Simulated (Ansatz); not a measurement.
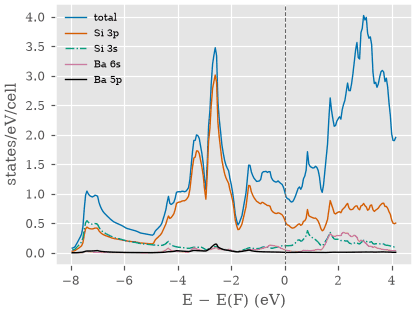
Figure. Total and projected density of states of BaSi₂ in space group P-3m1 (No. 164; Ba on 1a, Si on 2d), the program Ansatz at the PBEsol level (PAW)

Which orbitals carry the states next to the Fermi level?

Within 0.5 eV of the Fermi level: Si 3p 53 %, Si 3s 12 %, Ba 6s 6 %, outside the projected shells 29 %. Projections are on Löwdin-orthogonalised atomic valence shells; empty p or d shells of many metals are not among them.

Where is the tallest occupied peak in this window, and what makes it?

Near -2.6 eV, about 3.5 states/eV per cell; the largest projected share is Si 3p.

The workflow started from a Materials Project entry (that database holds measured and hypothetical structures alike); the Crystallography Open Database copy checked does not list it. COD files the formula under space group No. 62, 191, so this cell is another polymorph or a model. Whether it is the stable phase at ambient conditions was not checked. The PBEsol relaxation kept the symmetry of its start; of distortions, only those at the zone centre were tested. Spin–orbit coupling is left out wherever it is not named.

Potentials: the later of the program's two PAW sets.
